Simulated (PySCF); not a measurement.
H8O3Si3

Input file:

```
{"job": {"kind": "nmr", "xc": "PBE0", "basis": "pcSseg-1"}, "charge": 0, "multiplicity": 1}
O     -3.304611     0.851422    -0.145550
Si    -1.702130     1.036865    -0.284599
O     -1.018426    -0.437511    -0.286437
Si     0.319622    -1.328487    -0.142014
O      1.613893    -0.393284     0.107804
Si     2.317023     1.007536     0.513477
H     -3.769654     0.155169    -0.602269
H     -1.346775     1.659934    -1.557849
H     -1.342827     1.786775     0.906764
H      0.535968    -1.988341    -1.420744
H      0.141313    -2.168801     1.032585
H      2.282796     1.117812     1.971753
H      3.677074     0.865118    -0.000761
H      1.596057     2.115346    -0.114327
```

Run with:

```sh
OMP_NUM_THREADS=1 python probes_run.py task.json out
```

Geometry: GFN2-xTB.

These are results of PBE0/pcSseg-1, SCF density, gas phase, non-relativistic in PySCF, not measurements.

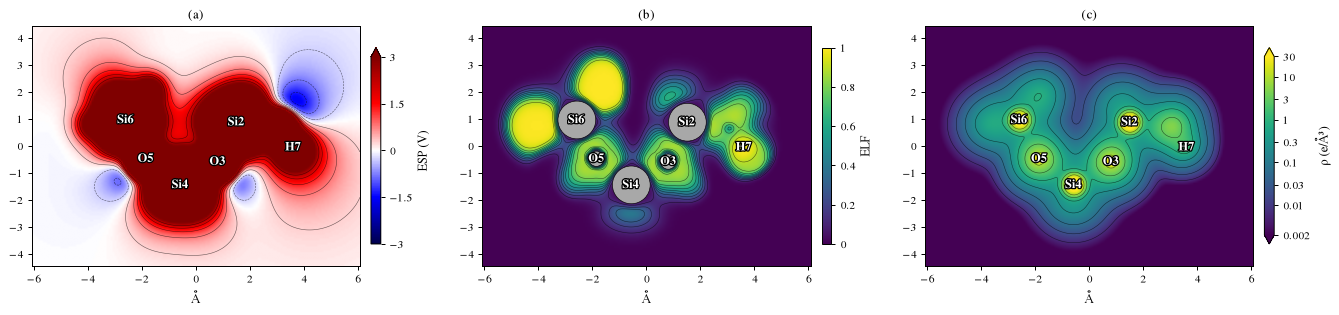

Figure 1. (a) electrostatic potential; (b) electron localisation function; (c) electron density on the plane of atoms Si2, O3 and Si4. Grey discs cover the atomic cores in the ELF map.

Question: Interpret the plot.

Answer: The plane passes through Si, O and H nuclei.
Si–O (1.61 Å): ρ at the midpoint is about 1.2 e/Å³; the ELF peaks at about 0.85 between the atoms, as expected for a polar covalent bond.
The ELF also peaks beside O3, O5 and O1, away from the bonds: lone-pair regions.
Outside the dense part of the molecule the potential is most negative (−1.6 V) near O1, which lies off the plane.

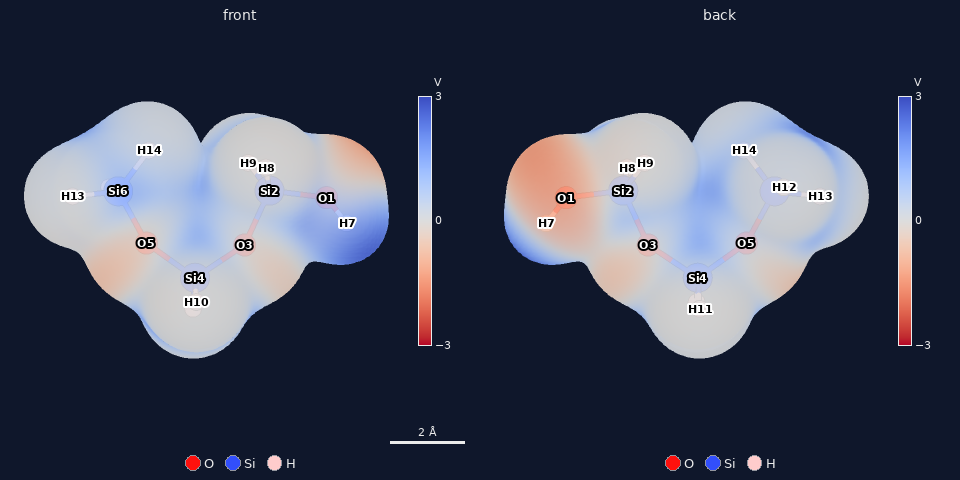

Figure 2. The electrostatic potential painted on the density surface at 0.002 e/bohr³, seen from the front and from behind; the colour scale runs from red (negative) to blue (positive).

Question: Where is the surface potential most negative and most positive?

Answer: The most negative region (about −1.4 V) lies over O1, the most positive (about +2.5 V) over H7. O1 is the likeliest acceptor of a hydrogen bond.
